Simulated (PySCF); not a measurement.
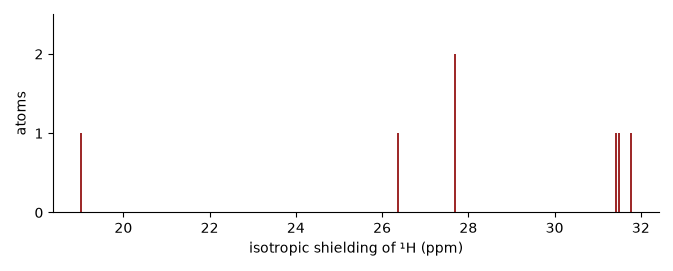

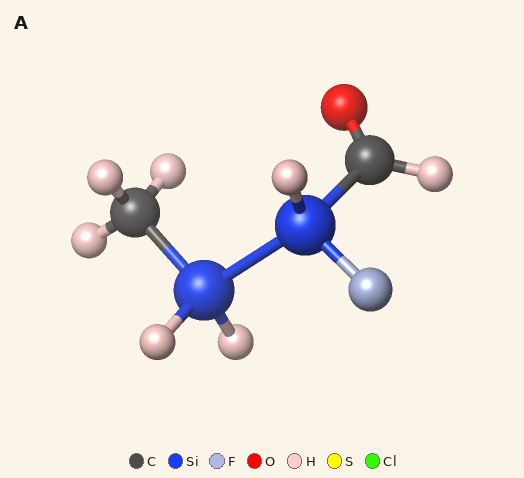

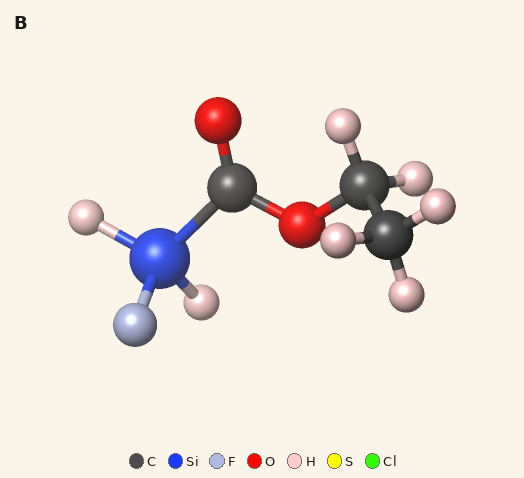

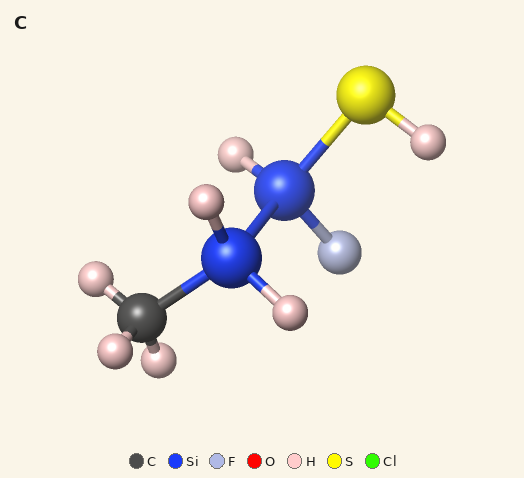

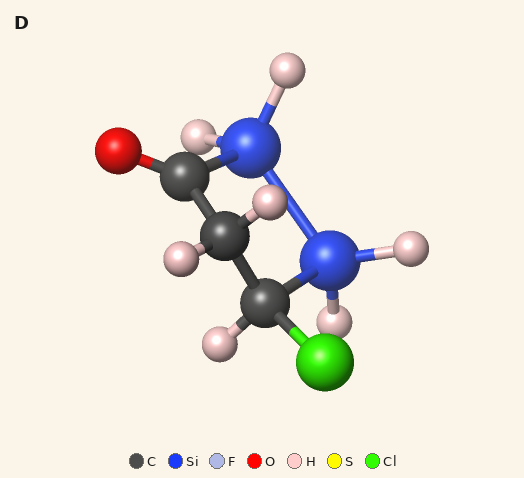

The sticks are computed shieldings of one of the molecules, for one fixed geometry (GFN2-xTB) without averaging over rotations. Low shielding means a high chemical shift. Method: GIAO PBE0/pcSseg-1 NMR shielding, non-relativistic, gas phase (PySCF 2.14.0).

> Which molecule gives this pattern?

A, `C[SiH2][Si@@H](F)C=O`. Its 7 H atoms give lines at 19.01, 26.37, 27.68 (2 atoms), 31.42, 31.50, 31.78 ppm.

The geometry is semi-empirical. Around Si such bond lengths and angles can be off by a tenth of an ångström or more and by several degrees, and values that hang on the shape move with them.
